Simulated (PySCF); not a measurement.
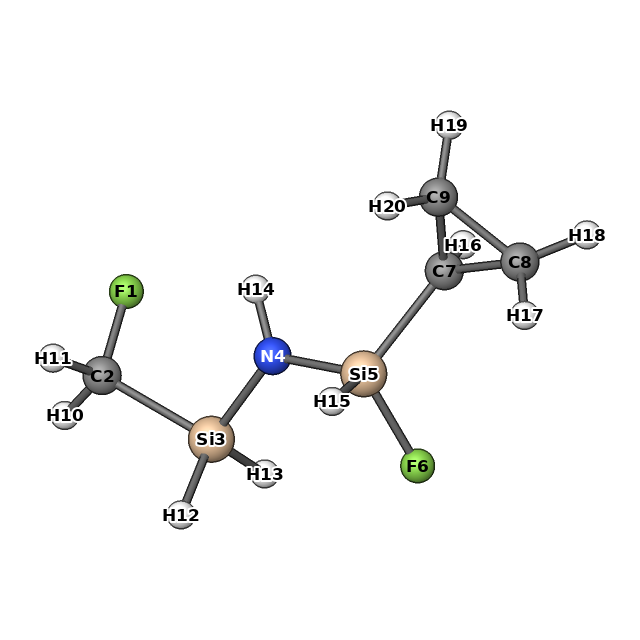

The questions are on isotropic NMR shieldings of the Si atoms. The computed structure is the end point of a GFN2-xTB optimisation. No frequency run is at hand to confirm it as a minimum. Method: GIAO PBE0/pcSseg-1 NMR shielding, non-relativistic, gas phase (PySCF 2.14.0).

Give the isotropic NMR shieldings of the Si atoms atom by atom.

| atom | σ (ppm) |
| --- | --- |
| Si3 | 391.4 |
| Si5 | 347.2 |

The geometry is semi-empirical. Around Si such bond lengths and angles can be off by a tenth of an ångström or more and by several degrees, and values that hang on the shape move with them.
